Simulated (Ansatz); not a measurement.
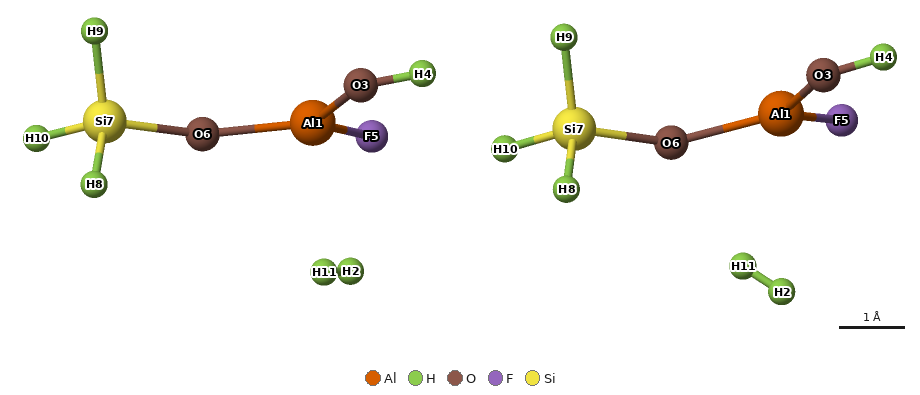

Two geometries of AlSiH6O2F, drawn at one scale. One is the start of a relaxation, the other its converged end. Style: ball-and-stick. Shown at a tilt.

The calculation used Ansatz, RKS B3LYP-D4/cc-pVDZ. Settings: no spin polarisation; force threshold 0.03 eV/Å; at most 50 steps.

**Which one is relaxed?**

The left one is the relaxed one. The run prepares an end point of a later path (reaction) calculation, from a guessed geometry. H11 moves most after the best rigid fit: 0.75 Å. By element the largest moves are H 0.75 Å, F 0.29 Å, Al 0.19 Å, O 0.19 Å, Si 0.19 Å. Among the contacts that change: H2–H11 0.721 → 0.767 Å, Al1–O6 1.751 → 1.709 Å, Al1–F5 1.684 → 1.690 Å, O6–Si7 1.683 → 1.677 Å. Bond angles that change, for instance: Al1–O6–Si7 143.5° → 149.6°. After 20 accepted moves (27 points after the start) the energy has fallen by 13.0 kJ/mol. Largest force component: 1.8 eV/Å at the start, 0.022 eV/Å at the end. The line search rejected the trial steps at points 3, 12, 14, 19, 20, 24, 25 of the run. The forces were under the threshold at step 9, but the run went on from there.

Limits of the set-up: the start holds two separate molecules, 2.2 Å apart at their closest, whose relative position is a soft coordinate.
